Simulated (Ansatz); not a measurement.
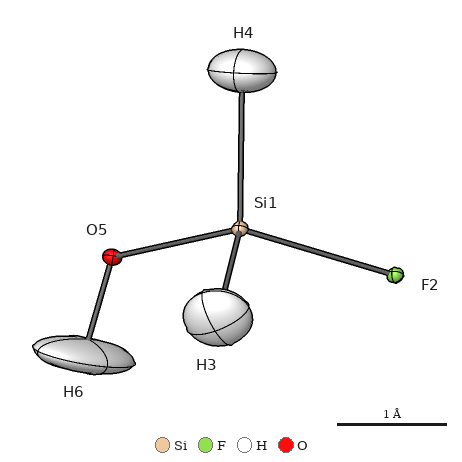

Displacement ellipsoids at the 50 % level, enlarged 1.5 times, from the internal vibrations of the free molecule (harmonic, no overall translation or rotation; no half-axis is drawn under 0.075 Å). Vibrations computed with RKS PBE0-D4/def2-TZVP (Ansatz 0.2.0). Temperature: 100 K.

List U_eq and the three principal root-mean-square amplitudes for each kind of atom.

```
atom  U_eq (Å²)   rms amplitudes (Å)
 Si1    0.00040  0.014, 0.018, 0.026
  F2    0.00062  0.011, 0.022, 0.035
  H3     0.0149  0.086, 0.133, 0.139
  H4     0.0146  0.085, 0.132, 0.139
  O5    0.00078  0.014, 0.026, 0.039
  H6     0.0294  0.065, 0.142, 0.252
```
